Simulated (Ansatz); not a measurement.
**C3H5F (allyl fluoride): RPA@PBE0/def2-SVP**

What is the vertical ionisation energy of C3H5F (allyl fluoride) at RPA@PBE0/def2-SVP? 

Program for the calculation: Ansatz 0.2.0.

52 further runs of the same task are left out: 52 set aside as unsound or not needed.

## (1) The structure to begin with

The species is C3H5F (9 atoms), meant as a singlet with charge 0. As SMILES, `C=CCF`. The shape is that of a PBE0-D4/def2-TZVP optimisation. This is one conformer, not always the lowest.

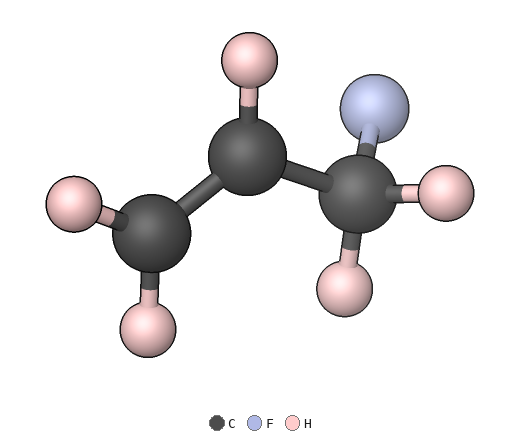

The structure, seen from a chosen angle (carbon dark grey, fluorine light blue, hydrogen pink).

## (2) A single-point energy at RPA@PBE0/def2-SVP

in.yaml reads:

```yaml
crystal:
  periodic: [false, false, false]
  atoms:
    - {symbol: C, position_ang: [-0.578000, 1.122500, -0.608000]}
    - {symbol: C, position_ang: [0.352500, 0.215400, -0.353400]}
    - {symbol: C, position_ang: [0.200500, -0.852800, 0.668500]}
    - {symbol: F, position_ang: [0.430500, -2.098200, 0.102300]}
    - {symbol: H, position_ang: [-0.422500, 1.909200, -1.336700]}
    - {symbol: H, position_ang: [-1.531700, 1.114000, -0.089100]}
    - {symbol: H, position_ang: [1.299800, 0.230700, -0.886500]}
    - {symbol: H, position_ang: [0.929800, -0.730800, 1.477200]}
    - {symbol: H, position_ang: [-0.806800, -0.852300, 1.094700]}
basis:
  gaussian:
    orbitals: def2-SVP
hamiltonian:
  xc: pbe0
correlation:
  method: rpa
  frozen_orbitals: {C: 1, F: 1, H: 0}
accuracy: high
```

Started as:

```console
$ ansatz run in.yaml --threads 1 --pin off --max-ram 3480MiB --events-out events.jsonl --progress --plain --runs-dir runs
```

The log of the run:

```text
Warning: RAYON_NUM_THREADS=1 ignored (pool sized by the plan → 1); use --threads N
Functional definition: PBE0
  name "PBE0"
  parameter a = 0.25
  parameter kappa = 0.804
  parameter beta = 0.06672455060314922
  exchange = (1 - a)*pbe_x(kappa = kappa, mu = beta*pi^2/3) + a*exact_x
  correlation = pbe_c(beta = beta)
1938 factors; integrals over basis functions are off by at most 3.5e-9 eV
mean field evaluation 1: about -5893.8666 eV, gradient 3.8e1 eV
mean field evaluation 2: about -5893.8600 eV, gradient 3.8e1 eV
mean field evaluation 4: about -5897.4949 eV, gradient 1.7e0 eV
mean field evaluation 8: about -5897.5004 eV, gradient 1.2e-1 eV
mean field evaluation 16: about -5897.5004 eV, gradient 2.9e-6 eV
mean field -5897.50044803 eV, -216.7291439957 hartree, gradient 3.1e-8 eV, S^2 0.000000; 0 other end points of the search recorded, 0 dependent functions left out
4 core orbitals not correlated: weight in the atoms' cores, before any rotation towards them, 1.000 or more for the frozen orbitals, at most 0.000 for the correlated occupied ones
reference -5870.54936049 eV, -215.7387097967 hartree; 12, 12 occupied and 65, 65 virtual orbitals, 1938 factors
Total energy: -5893.89285258 eV, -216.5965673081 hartree
```

Wall time 7.8 s (1 thread of Arm Neoverse V2, shared host); peak memory 0.3 GiB.

## (3) The doublet cation

molecule.yaml reads:

```yaml
basis:
  gaussian:
    orbitals: def2-SVP
crystal:
  periodic: [false, false, false]
  atoms:
    - {symbol: C, position_ang: [-0.578000, 1.122500, -0.608000]}
    - {symbol: C, position_ang: [0.352500, 0.215400, -0.353400]}
    - {symbol: C, position_ang: [0.200500, -0.852800, 0.668500]}
    - {symbol: F, position_ang: [0.430500, -2.098200, 0.102300]}
    - {symbol: H, position_ang: [-0.422500, 1.909200, -1.336700]}
    - {symbol: H, position_ang: [-1.531700, 1.114000, -0.089100]}
    - {symbol: H, position_ang: [1.299800, 0.230700, -0.886500]}
    - {symbol: H, position_ang: [0.929800, -0.730800, 1.477200]}
    - {symbol: H, position_ang: [-0.806800, -0.852300, 1.094700]}
accuracy: high
total_charge: 1
correlation:
  method: rpa
  frozen_orbitals: {C: 1, F: 1, H: 0}
magnetization:
  spin_polarized: true
  initial_magnetization: 1
hamiltonian:
  xc: pbe0
```

Started as:

```console
$ ansatz run molecule.yaml --threads 1 --pin off --max-ram 3480MiB --events-out events.jsonl --progress --plain --runs-dir runs
```

The log of the run (excerpt; [...] marks lines left out):

```text
Warning: RAYON_NUM_THREADS=1 ignored (pool sized by the plan → 1); use --threads N
[... 2 set-up lines as earlier in the session ...]
[...]
1939 factors; integrals over basis functions are off by at most 3.5e-9 eV
[...]
mean field -5887.08247320 eV, -216.3462904823 hartree, gradient 2.7e-8 eV, S^2 0.752818; 2 other end points of the search recorded, 0 dependent functions left out
4 core orbitals not correlated: weight in the atoms' cores, before any rotation towards them, 1.000 or more for the frozen orbitals, at most 0.000 for the correlated occupied ones
reference -5860.96187530 eV, -215.3863762148 hartree; 12, 11 occupied and 65, 66 virtual orbitals, 1939 factors
Total energy: -5883.40403849 eV, -216.2111105001 hartree
```

Wall time 16 s (1 thread of Arm Neoverse V2, shared host); peak memory 0.36 GiB.

## (4) Summary of results

Level: RPA@PBE0/def2-SVP, 4 core orbitals frozen.

| quantity | value |
| --- | --- |
| singlet C3H5F: total energy | -216.59657 Eh |
| singlet C3H5F: RPA correlation energy (valence) | -857.9 mEh |
| doublet cation: total energy | -216.21111 Eh |
| doublet cation: RPA correlation energy (valence) | -824.7 mEh |
| doublet cation: ⟨S²⟩ of the reference determinant | 0.753 |
| vertical ionisation energy (to the doublet cation) | 10.489 eV |

**Reading.** The vertical ionisation energy comes to 10.49 eV (242 kcal/mol).
